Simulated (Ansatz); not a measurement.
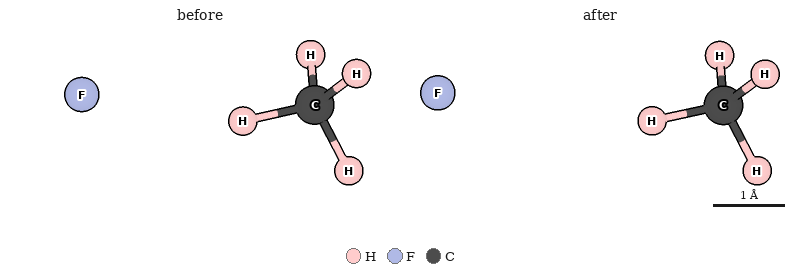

The structure of CH4F (multiplicity 2) before (left) and after (right) a saddle-point search, at one scale.

The picture is a ball-and-stick view, seen at a tilt.

The reaction that was planned forms H1–C3 and breaks H1–F2 (atoms numbered from 1 in input order).

Method: UKS PBE0-D4/def2-TZVP (Ansatz).

Input
```yaml
crystal:
  periodic: [false, false, false]
  atoms:
    - {symbol: H, position_ang: [0.377819, 0.211270, -0.373478]}
    - {symbol: F, position_ang: [1.504588, -0.276147, -2.386025]}
    - {symbol: C, position_ang: [-0.301115, 0.054628, 0.477034]}
    - {symbol: H, position_ang: [0.232430, -0.475027, 1.277542]}
    - {symbol: H, position_ang: [-0.648450, 1.028513, 0.849158]}
    - {symbol: H, position_ang: [-1.165272, -0.543237, 0.155768]}
basis:
  gaussian: {orbitals: def2-TZVP}
magnetization: {spin_polarized: true, initial_magnetization: 1}
hamiltonian: {xc: pbe0, dispersion: d4}
saddle:
  f_tol: 0.01
  max_steps: 50
  order_check: false
  mode_guess:
    - [-0.1109, -0.0203, 0.1440]
    - [0.4898, -0.0759, -0.7653]
    - [-0.0851, 0.0295, 0.1453]
    - [-0.1035, 0.0249, 0.1538]
    - [-0.0985, 0.0157, 0.1593]
    - [-0.0917, 0.0262, 0.1629]
```

> What changed between the two?

The relaxation stopped without meeting its thresholds, so the last structure isn't shown to be converged. The search stopped after 7 steps with a largest force component of 0.0084 eV/Å and a curvature of 0.00 eV/Å² along the mode that it followed. The largest move after the best rigid fit is that of F2, 0.64 Å. By element the largest moves are F 0.64 Å, H 0.14 Å, C 0.13 Å. Among the contacts that change: C3–H4 1.098 → 1.090 Å. The run took about 2.3 core-minutes on a shared host.

Limits of the set-up: the start holds two separate molecules, 2.4 Å apart at their closest, whose relative position is a soft coordinate.
